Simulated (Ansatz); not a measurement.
## Run report: C$_{2}$H$_{4}$BIn, nudged elastic band

The run: nudged elastic band of C$_{2}$H$_{4}$BIn. Method and program: RKS B3LYP-D4/def2-mTZVP (Ansatz 0.2.0).

One setting was made poor on purpose. It belongs to a series of runs on one base structure; here: band between the two ends. Figures and captions count atoms from 1; the log counts them from 0 in places.

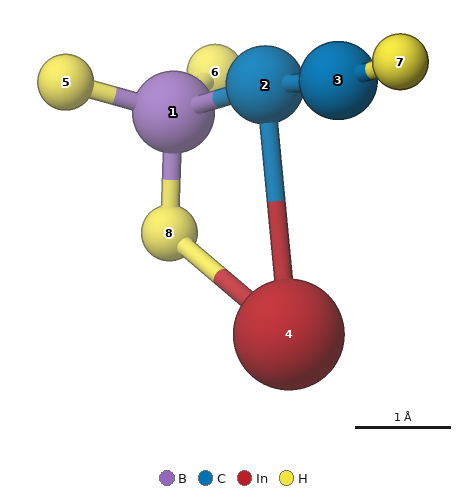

The starting structure (ball-and-stick view, seen at a tilt; atoms are numbered from 1 in the order of the input). Sticks mark near contacts. Bond lengths as drawn: B–C 1.57 Å, B–H 1.20 to 1.28 Å, C–C 1.22 Å, C–H 1.06 Å, C–In 2.64 Å and H–In 2.22 Å.

Input
```yaml
crystal:
  periodic: [false, false, false]
  atoms:
    - { symbol: B, position_ang: [-0.387011, 0.982769, -0.340256] }
    - { symbol: C, position_ang: [0.649795, -0.075006, 0.173902] }
    - { symbol: C, position_ang: [1.322489, -1.014924, 0.572155] }
    - { symbol: In, position_ang: [-1.385255, -1.758228, 0.11298] }
    - { symbol: H, position_ang: [-0.593311, 1.844513, 0.473901] }
    - { symbol: H, position_ang: [-0.123721, 1.371797, -1.447831] }
    - { symbol: H, position_ang: [2.028097, -1.731185, 0.92256] }
    - { symbol: H, position_ang: [-1.511093, 0.380263, -0.46741] }
basis:
  gaussian: { orbitals: def2-mTZVP }
hamiltonian:
  xc: b3lyp
  dispersion: d4
neb:
  order_check: false
  images: 7
  f_tol: 0.03
  max_iterations: 60
  spring: 50.0
  final_atoms:
    - { symbol: B, position_ang: [-0.7403711, 0.85178606, -0.54304208] }
    - { symbol: C, position_ang: [0.41895922, 0.43874711, 0.35451076] }
    - { symbol: C, position_ang: [0.72124354, -0.87636692, 0.53008617] }
    - { symbol: In, position_ang: [-0.52324923, -2.48416717, -0.57174042] }
    - { symbol: H, position_ang: [1.01021647, 1.202741, 0.8690966] }
    - { symbol: H, position_ang: [-1.37266342, -0.00864942, -1.10465474] }
    - { symbol: H, position_ang: [1.56146659, -1.10321048, 1.19715042] }
    - { symbol: H, position_ang: [-1.07561207, 1.97911882, -0.73140572] }
  initial_path:
    images:
      - { positions_ang: [[-0.387011, 0.982769, -0.340256], [0.649795, -0.075006, 0.173902], [1.322489, -1.014924, 0.572155], [-1.385255, -1.758228, 0.11298], [-0.593311, 1.844513, 0.473901], [-0.123721, 1.371797, -1.447831], [2.028097, -1.731185, 0.92256], [-1.511093, 0.380263, -0.46741]] }
      - { positions_ang: [[-0.44335905, 0.99208778, -0.35441846], [0.6025425, -0.05562709, 0.16505108], [1.28276111, -0.98021134, 0.58252362], [-1.36910233, -1.78153859, 0.09230366], [-0.36631692, 1.70667753, 0.49894948], [-0.16307468, 1.40395856, -1.44457224], [2.00868646, -1.65294894, 0.96116736], [-1.5521471, 0.36760108, -0.5010035]] }
      - { positions_ang: [[-0.49970709, 1.00140657, -0.36858091], [0.55529, -0.03624818, 0.15620016], [1.24303323, -0.94549868, 0.59289224], [-1.35294967, -1.80484918, 0.07162733], [-0.13932284, 1.56884206, 0.52399795], [-0.20242835, 1.43612012, -1.44131348], [1.98927593, -1.57471287, 0.99977471], [-1.59320121, 0.35493917, -0.534597]] }
      - { positions_ang: [[-0.55605514, 1.01072535, -0.38274337], [0.5080375, -0.01686926, 0.14734924], [1.20330534, -0.91078602, 0.60326086], [-1.336797, -1.82815977, 0.05095099], [0.08767124, 1.43100659, 0.54904643], [-0.24178203, 1.46828168, -1.43805472], [1.96986539, -1.49647681, 1.03838207], [-1.63425531, 0.34227725, -0.56819051]] }
      - { positions_ang: [[-0.61240319, 1.02004413, -0.39690583], [0.460785, 0.00250965, 0.13849832], [1.16357745, -0.87607336, 0.61362949], [-1.32064433, -1.85147036, 0.03027466], [0.31466533, 1.29317112, 0.5740949], [-0.28113571, 1.50044324, -1.43479596], [1.95045486, -1.41824075, 1.07698943], [-1.67530942, 0.32961533, -0.60178401]] }
      - { positions_ang: [[-0.64439517, 0.97797961, -0.43343989], [0.45032856, 0.11156901, 0.19250143], [1.05299398, -0.87614675, 0.59274366], [-1.12129555, -2.00964457, -0.12022911], [0.48855311, 1.27056359, 0.64784533], [-0.55401763, 1.12317008, -1.35226066], [1.85320779, -1.33948318, 1.10702968], [-1.52538508, 0.7419912, -0.63418944]] }
      - { positions_ang: [[-0.67638715, 0.9359151, -0.46997395], [0.43987211, 0.22062838, 0.24650454], [0.9424105, -0.87622014, 0.57185783], [-0.92194678, -2.16781877, -0.27073288], [0.6624409, 1.24795606, 0.72159575], [-0.82689956, 0.74589691, -1.26972535], [1.75596072, -1.26072561, 1.13706992], [-1.37546075, 1.15436708, -0.66659487]] }
      - { positions_ang: [[-0.70837912, 0.89385058, -0.50650801], [0.42941567, 0.32968774, 0.30050765], [0.83182702, -0.87629353, 0.550972], [-0.722598, -2.32599297, -0.42123665], [0.83632868, 1.22534853, 0.79534618], [-1.09978149, 0.36862375, -1.18719004], [1.65871366, -1.18196804, 1.16711017], [-1.22553641, 1.56674295, -0.6990003]] }
      - { positions_ang: [[-0.7403711, 0.85178606, -0.54304208], [0.41895922, 0.43874711, 0.35451076], [0.72124354, -0.87636692, 0.53008617], [-0.52324923, -2.48416717, -0.57174042], [1.01021647, 1.202741, 0.8690966], [-1.37266342, -0.00864942, -1.10465474], [1.56146659, -1.10321048, 1.19715042], [-1.07561207, 1.97911882, -0.73140572]] }
```

Command:
```bash
ansatz run input.yaml --threads 2 --pin off --max-ram 3072MiB --backend cpu --events-out ev --progress --plain --runs-dir out
```

What the program printed
```
Engine: ansatz 0.2.0, x86_64-unknown-linux-gnu
Functional definition: B3LYP
  parameter a0 = 0.2
  parameter ax = 0.72
  parameter ac = 0.81
  exchange = (1 - a0 - ax)*slater_x + ax*b88_x + a0*exact_x
  correlation = (1 - ac)*vwn_rpa_c + ac*lyp_c
1175 factors; integrals over basis functions are off by at most 7.3e-4 eV
mean field evaluation 1: about -7981.6752 eV, gradient 5.6e1 eV
mean field evaluation 2: about -7926.3359 eV, gradient 1.2e2 eV
mean field evaluation 4: about -7989.9130 eV, gradient 2.1e1 eV
mean field evaluation 8: about -7991.1170 eV, gradient 3.9e-1 eV
mean field evaluation 16: about -7991.1174 eV, gradient 3.1e-5 eV
mean field -7991.11743749 eV, -293.6681492537 hartree, gradient 3.1e-5 eV, S^2 0.000000; 0 other end points of the search recorded, 0 dependent functions left out
the calculation of the forces begins
reference -7991.11770113 eV, -293.6681589425 hartree; 21, 21 occupied and 84, 84 virtual orbitals, 1175 factors
1175 factors; integrals over basis functions are off by at most 8.0e-4 eV
mean field evaluation 32: about -7990.9131 eV, gradient 7.4e-5 eV
mean field -7990.91306035 eV, -293.6606385326 hartree, gradient 7.4e-5 eV, S^2 0.000000; 0 other end points of the search recorded, 0 dependent functions left out
[... from here on the field's lines of each further geometry are left out, up to the last ...]
NEB iter   1: max|band force component| = 3.368e1 eV/Å  barrier→ = 12.0820 eV  barrier← = 11.8845 eV  Δτ_max = 0.1950 Å  (255 SCF iters)
NEB iter   2: max|band force component| = 1.279e1 eV/Å  barrier→ = 4.0361 eV  barrier← = 3.8386 eV  Δτ_max = 0.2000 Å  (228 SCF iters)
NEB iter   3: max|band force component| = 8.177e0 eV/Å  barrier→ = 2.5654 eV  barrier← = 2.3679 eV  Δτ_max = 0.2000 Å  (218 SCF iters)
NEB iter   4: max|band force component| = 4.679e0 eV/Å  barrier→ = 2.1197 eV  barrier← = 1.9222 eV  Δτ_max = 0.1949 Å  (226 SCF iters)
NEB iter   5: max|band force component| = 5.644e0 eV/Å  barrier→ = 1.9665 eV  barrier← = 1.7690 eV  Δτ_max = 0.1962 Å  (228 SCF iters)
NEB iter   6: max|band force component| = 3.228e0 eV/Å  barrier→ = 1.1150 eV  barrier← = 0.9175 eV  Δτ_max = 0.1960 Å  (215 SCF iters)
NEB iter   7: max|band force component| = 7.925e-1 eV/Å  barrier→ = 1.1117 eV  barrier← = 0.9142 eV  Δτ_max = 0.1798 Å  (221 SCF iters)
NEB iter   8: max|band force component| = 1.056e0 eV/Å  barrier→ = 1.1331 eV  barrier← = 0.9356 eV  Δτ_max = 0.0998 Å  (219 SCF iters)
NEB iter   9: max|band force component| = 8.704e-1 eV/Å  barrier→ = 1.0282 eV  barrier← = 0.8307 eV  Δτ_max = 0.1006 Å  (216 SCF iters)
NEB iter  10: max|band force component| = 1.305e0 eV/Å  barrier→ = 0.9294 eV  barrier← = 0.7320 eV  Δτ_max = 0.0500 Å  (220 SCF iters)
NEB iter  11: max|band force component| = 1.028e0 eV/Å  barrier→ = 0.8564 eV  barrier← = 0.6589 eV  Δτ_max = 0.1000 Å  (214 SCF iters)
NEB iter  12: max|band force component| = 3.669e-1 eV/Å  barrier→ = 0.8521 eV  barrier← = 0.6546 eV  CI = image 4  Δτ_max = 0.1714 Å  (213 SCF iters)
NEB iter  13: max|band force component| = 4.987e-1 eV/Å  barrier→ = 0.8423 eV  barrier← = 0.6448 eV  CI = image 4  Δτ_max = 0.0875 Å  (208 SCF iters)
NEB iter  14: max|band force component| = 4.749e-1 eV/Å  barrier→ = 0.8301 eV  barrier← = 0.6327 eV  CI = image 4  Δτ_max = 0.0871 Å  (208 SCF iters)
NEB iter  15: max|band force component| = 5.207e-1 eV/Å  barrier→ = 0.8344 eV  barrier← = 0.6369 eV  CI = image 4  Δτ_max = 0.0433 Å  (216 SCF iters)
NEB iter  16: max|band force component| = 4.858e-1 eV/Å  barrier→ = 0.8401 eV  barrier← = 0.6426 eV  CI = image 4  Δτ_max = 0.0434 Å  (199 SCF iters)
NEB iter  17: max|band force component| = 4.781e-1 eV/Å  barrier→ = 0.8464 eV  barrier← = 0.6489 eV  CI = image 4  Δτ_max = 0.0863 Å  (211 SCF iters)
NEB iter  18: max|band force component| = 4.249e-1 eV/Å  barrier→ = 0.8669 eV  barrier← = 0.6694 eV  CI = image 4  Δτ_max = 0.0799 Å  (216 SCF iters)
NEB iter  19: max|band force component| = 3.633e-1 eV/Å  barrier→ = 0.8825 eV  barrier← = 0.6851 eV  CI = image 4  Δτ_max = 0.0706 Å  (208 SCF iters)
NEB iter  20: max|band force component| = 3.063e-1 eV/Å  barrier→ = 0.8694 eV  barrier← = 0.6719 eV  CI = image 4  Δτ_max = 0.0328 Å  (189 SCF iters)
NEB iter  21: max|band force component| = 2.557e-1 eV/Å  barrier→ = 0.8723 eV  barrier← = 0.6748 eV  CI = image 4  Δτ_max = 0.0410 Å  (190 SCF iters)
NEB iter  22: max|band force component| = 1.453e-1 eV/Å  barrier→ = 0.8729 eV  barrier← = 0.6754 eV  CI = image 4  Δτ_max = 0.0881 Å  (187 SCF iters)
NEB iter  23: max|band force component| = 2.017e-1 eV/Å  barrier→ = 0.8717 eV  barrier← = 0.6742 eV  CI = image 4  Δτ_max = 0.0439 Å  (175 SCF iters)
NEB iter  24: max|band force component| = 6.298e-2 eV/Å  barrier→ = 0.8709 eV  barrier← = 0.6734 eV  CI = image 4  Δτ_max = 0.0872 Å  (184 SCF iters)
NEB iter  25: max|band force component| = 3.530e-1 eV/Å  barrier→ = 0.8708 eV  barrier← = 0.6734 eV  CI = image 4  Δτ_max = 0.0440 Å  (178 SCF iters)
NEB iter  26: max|band force component| = 1.720e-1 eV/Å  barrier→ = 0.8708 eV  barrier← = 0.6733 eV  CI = image 4  Δτ_max = 0.0530 Å  (177 SCF iters)
NEB iter  27: max|band force component| = 8.188e-2 eV/Å  barrier→ = 0.8708 eV  barrier← = 0.6733 eV  CI = image 4  Δτ_max = 0.0881 Å  (170 SCF iters)
NEB iter  28: max|band force component| = 8.561e-1 eV/Å  barrier→ = 0.8708 eV  barrier← = 0.6733 eV  CI = image 4  Δτ_max = 0.0441 Å  (174 SCF iters)
NEB iter  29: max|band force component| = 2.812e-1 eV/Å  barrier→ = 0.8708 eV  barrier← = 0.6733 eV  CI = image 4  Δτ_max = 0.0543 Å  (161 SCF iters)
NEB iter  30: max|band force component| = 1.559e-1 eV/Å  barrier→ = 0.8708 eV  barrier← = 0.6733 eV  CI = image 4  Δτ_max = 0.0884 Å  (165 SCF iters)
NEB iter  31: max|band force component| = 4.179e-1 eV/Å  barrier→ = 0.8708 eV  barrier← = 0.6733 eV  CI = image 4  Δτ_max = 0.0446 Å  (162 SCF iters)
NEB iter  32: max|band force component| = 1.860e-1 eV/Å  barrier→ = 0.8708 eV  barrier← = 0.6733 eV  CI = image 4  Δτ_max = 0.0544 Å  (164 SCF iters)
NEB iter  33: max|band force component| = 9.995e-2 eV/Å  barrier→ = 0.8708 eV  barrier← = 0.6733 eV  CI = image 4  Δτ_max = 0.0903 Å  (163 SCF iters)
NEB iter  34: max|band force component| = 3.767e-1 eV/Å  barrier→ = 0.8708 eV  barrier← = 0.6733 eV  CI = image 4  Δτ_max = 0.0442 Å  (169 SCF iters)
NEB iter  35: max|band force component| = 1.484e-1 eV/Å  barrier→ = 0.8708 eV  barrier← = 0.6733 eV  CI = image 4  Δτ_max = 0.0418 Å  (162 SCF iters)
NEB iter  36: max|band force component| = 3.020e-1 eV/Å  barrier→ = 0.8708 eV  barrier← = 0.6733 eV  CI = image 4  Δτ_max = 0.0210 Å  (165 SCF iters)
NEB iter  37: max|band force component| = 1.462e-1 eV/Å  barrier→ = 0.8708 eV  barrier← = 0.6733 eV  CI = image 4  Δτ_max = 0.0184 Å  (160 SCF iters)
NEB iter  38: max|band force component| = 3.387e-2 eV/Å  barrier→ = 0.8708 eV  barrier← = 0.6733 eV  CI = image 4  Δτ_max = 0.0032 Å  (156 SCF iters)
the calculation of the forces begins
reference -7990.80337359 eV, -293.6566076182 hartree; 21, 21 occupied and 84, 84 virtual orbitals, 1175 factors
1175 factors; integrals over basis functions are off by at most 7.1e-4 eV
mean field -7990.26689868 eV, -293.6368925291 hartree, gradient 1.5e-5 eV, S^2 0.000000; 1 other end points of the search recorded, 0 dependent functions left out
the calculation of the forces begins
reference -7990.26716745 eV, -293.6369024060 hartree; 21, 21 occupied and 84, 84 virtual orbitals, 1175 factors
NEB iter  39: max|band force component| = 1.582e-2 eV/Å  barrier→ = 0.8708 eV  barrier← = 0.6733 eV  CI = image 4  Δτ_max = 0.0000 Å  (342 SCF iters)
```

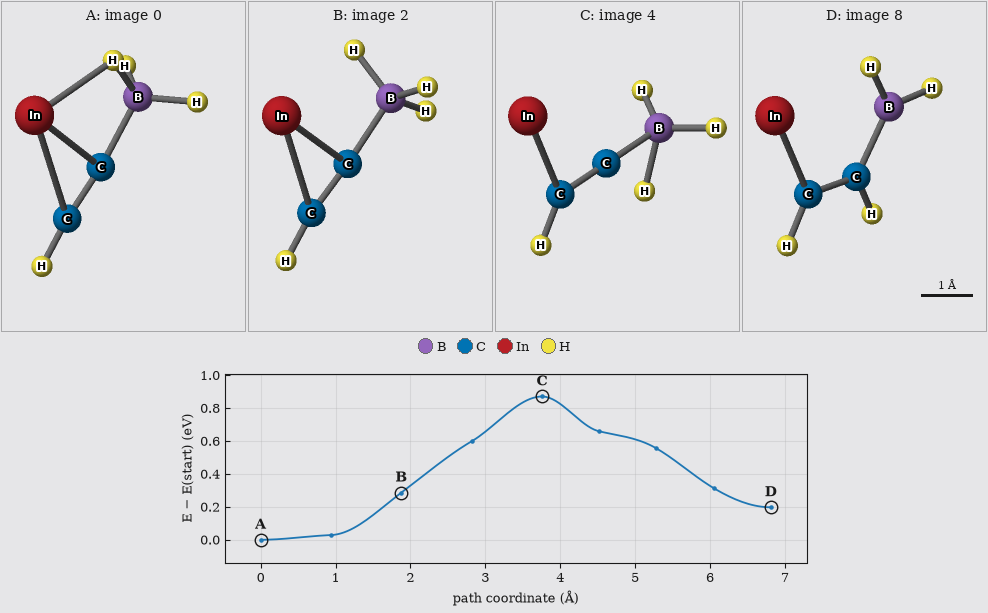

Images of the last band (counted from 0; ball-and-stick, seen at a tilt) above the energy along the path; the line is a cubic interpolation that uses the forces. The highest image is number 4, 0.871 eV above the start and 0.673 eV above the end (the climbing image); the end lies 0.197 eV above the start. The path is 6.81 Å long. The band converged in 39 iterations.

```
Total energy: -7990.56884079 eV, -293.6479886970 hartree
Atom 0 at    -0.596899     1.053238    -0.484646 Å, force     0.000078     0.000010     0.000045 eV/Å
Atom 1 at     0.118274    -0.099614     0.091747 Å, force    -0.000122     0.000078    -0.000001 eV/Å
Atom 2 at     0.742320    -1.102778     0.594616 Å, force     0.000005    -0.000141    -0.000032 eV/Å
Atom 3 at    -0.425004    -2.940561    -0.200752 Å, force     0.000028     0.000004     0.000018 eV/Å
Atom 4 at     0.454853     1.332680     0.285805 Å, force    -0.000020    -0.000024    -0.000020 eV/Å
Atom 5 at    -0.331427     1.394803    -1.598336 Å, force     0.000011    -0.000000    -0.000004 eV/Å
Atom 6 at     1.610388    -1.097870     1.239361 Å, force     0.000016     0.000065    -0.000002 eV/Å
Atom 7 at    -1.572515     1.460100     0.072207 Å, force     0.000003     0.000008    -0.000005 eV/Å
Dipole moment:     0.199617    -0.829679     0.180752 e Å
this run last wrote the band of iteration 39 to [file]
```

The last band as extended XYZ (Å, eV, eV/Å)
```
8
Properties=species:S:1:pos:R:3:forces:R:3 image=0 energy=-7991.43935
B    -0.3870    0.9828   -0.3403   -0.0072  -0.0116   0.0053
C     0.6498   -0.0750    0.1739    0.0137  -0.0126   0.0075
C     1.3225   -1.0149    0.5722   -0.0076   0.0200  -0.0060
In   -1.3853   -1.7582    0.1130   -0.0033  -0.0107   0.0009
H    -0.5933    1.8445    0.4739    0.0025   0.0040  -0.0003
H    -0.1237    1.3718   -1.4478    0.0021   0.0037  -0.0050
H     2.0281   -1.7312    0.9226   -0.0050  -0.0002  -0.0019
H    -1.5111    0.3803   -0.4674    0.0047   0.0073  -0.0006
8
Properties=species:S:1:pos:R:3:forces:R:3 image=1 energy=-7991.41066
B    -0.4158    0.9463   -0.2892    0.0018  -0.0002  -0.0009
C     0.6289   -0.0843    0.2821    0.0044   0.0021   0.0007
C     1.3336   -1.0002    0.6716    0.0059  -0.0003  -0.0002
In   -1.3112   -1.7048   -0.4469   -0.0132   0.0057   0.0051
H    -0.3659    2.0170    0.2559   -0.0087  -0.0004   0.0039
H    -0.3280    1.0204   -1.4958    0.0056   0.0011  -0.0006
H     2.0332   -1.7139    1.0377    0.0022  -0.0007  -0.0008
H    -1.5747    0.5194   -0.0153    0.0020  -0.0073  -0.0071
8
Properties=species:S:1:pos:R:3:forces:R:3 image=2 energy=-7991.15271
B    -0.4863    0.9885   -0.2903    0.0173  -0.0473   0.0021
C     0.4553   -0.1081    0.3069    0.0741   0.0242   0.0553
C     1.1330   -1.0391    0.7294    0.0947   0.0311   0.0580
In   -0.8805   -2.0720   -0.6653   -0.1270   0.2735  -0.0822
H     0.0166    2.0397    0.0523   -0.0980   0.0584  -0.0675
H    -0.4940    0.9399   -1.5095   -0.0024  -0.1263   0.0045
H     1.8612   -1.6611    1.1911    0.0414  -0.0957   0.0312
H    -1.6053    0.9123    0.1854    0.0000  -0.1179  -0.0013
8
Properties=species:S:1:pos:R:3:forces:R:3 image=3 energy=-7990.84081
B    -0.4932    1.0759   -0.3656    0.0401   0.0020   0.0252
C     0.2721   -0.1232    0.1970    0.0483   0.0028   0.0279
C     0.8975   -1.0968    0.6523    0.0433  -0.0039   0.0397
In   -0.6159   -2.6837   -0.3907   -0.0626   0.0821  -0.0464
H     0.2488    1.9156    0.1370   -0.0663   0.1898  -0.0504
H    -0.4251    1.1657   -1.5699   -0.0162  -0.0802  -0.0006
H     1.7172   -1.4558    1.2381    0.0224  -0.1105   0.0154
H    -1.6014    1.2022    0.1017   -0.0088  -0.0820  -0.0108
8
Properties=species:S:1:pos:R:3:forces:R:3 image=4 energy=-7990.56857
B    -0.5969    1.0532   -0.4846    0.0001   0.0000   0.0000
C     0.1183   -0.0996    0.0917   -0.0001   0.0001   0.0000
C     0.7423   -1.1028    0.5946    0.0000  -0.0001   0.0000
In   -0.4250   -2.9406   -0.2008    0.0000   0.0000   0.0000
H     0.4549    1.3327    0.2858    0.0000   0.0000   0.0000
H    -0.3314    1.3948   -1.5983    0.0000   0.0000   0.0000
H     1.6104   -1.0979    1.2394    0.0000   0.0001   0.0000
H    -1.5725    1.4601    0.0722    0.0000   0.0000   0.0000
8
Properties=species:S:1:pos:R:3:forces:R:3 image=5 energy=-7990.78032
B    -0.7470    0.9459   -0.5977   -0.0305  -0.0207  -0.0202
C     0.2901    0.1661    0.1945    0.0338   0.0525   0.0204
C     0.7187   -1.0405    0.5842   -0.0042   0.0117  -0.0038
In   -0.5226   -2.7599   -0.1769   -0.0106   0.0351  -0.0100
H     0.8646    1.0705    0.5391    0.0762  -0.0517   0.0578
H    -0.5112    1.2906   -1.7155   -0.0325  -0.0145  -0.0185
H     1.6058   -1.0811    1.2176   -0.0031   0.0023  -0.0023
H    -1.6984    1.4083   -0.0453   -0.0292  -0.0148  -0.0233
8
Properties=species:S:1:pos:R:3:forces:R:3 image=6 energy=-7990.88381
B    -0.7256    0.9247   -0.6330    0.0051  -0.0005   0.0015
C     0.3814    0.3198    0.2411    0.0304   0.0553   0.0241
C     0.7091   -0.9599    0.5293    0.0002   0.0223  -0.0374
In   -0.5363   -2.7266   -0.1716    0.0219   0.0089  -0.0680
H     0.9466    1.1152    0.7521    0.0152   0.0133   0.1126
H    -0.8120    0.7215   -1.8058   -0.1056  -0.1743  -0.0094
H     1.5372   -1.0865    1.2351   -0.0274  -0.0155  -0.0024
H    -1.5004    1.6918   -0.1471    0.0603   0.0904  -0.0209
8
Properties=species:S:1:pos:R:3:forces:R:3 image=7 energy=-7991.12509
B    -0.7203    0.8895   -0.6005    0.0035  -0.0096   0.0158
C     0.4479    0.4139    0.2629    0.0192   0.0353   0.0187
C     0.7127   -0.8971    0.5001    0.0016   0.0214  -0.0154
In   -0.5544   -2.6282   -0.3209    0.0172   0.0340  -0.1057
H     1.0213    1.1691    0.8095    0.0088   0.0176   0.0525
H    -1.1182    0.2350   -1.5218   -0.0953  -0.1629   0.1056
H     1.4969   -1.0960    1.2418   -0.0238  -0.0094   0.0083
H    -1.2860    1.9137   -0.3711    0.0689   0.0737  -0.0798
8
Properties=species:S:1:pos:R:3:forces:R:3 image=8 energy=-7991.24188
B    -0.7404    0.8518   -0.5430    0.0023  -0.0054   0.0020
C     0.4190    0.4387    0.3545   -0.0066   0.0067  -0.0024
C     0.7212   -0.8764    0.5301   -0.0002  -0.0007  -0.0018
In   -0.5232   -2.4842   -0.5717    0.0023  -0.0005   0.0031
H     1.0102    1.2027    0.8691   -0.0012  -0.0057   0.0015
H    -1.3727   -0.0086   -1.1047   -0.0012   0.0037  -0.0003
H     1.5615   -1.1032    1.1971    0.0033  -0.0009  -0.0002
H    -1.0756    1.9791   -0.7314    0.0014   0.0029  -0.0019
```

Key numbers

| quantity | value |
| --- | --- |
| outcome | converged |
| barrier, forward | 0.871 eV |
| barrier, backward | 0.673 eV |
| hardware | 2 threads of AMD EPYC (Zen 5), 16 GiB of memory available, shared host |
| wall time | 5.1 min (CPU time 9.6 min) |
| peak memory | 0.26 GiB |

Remarks

A deliberately poor setting: spring. The order of the saddle point was not checked.
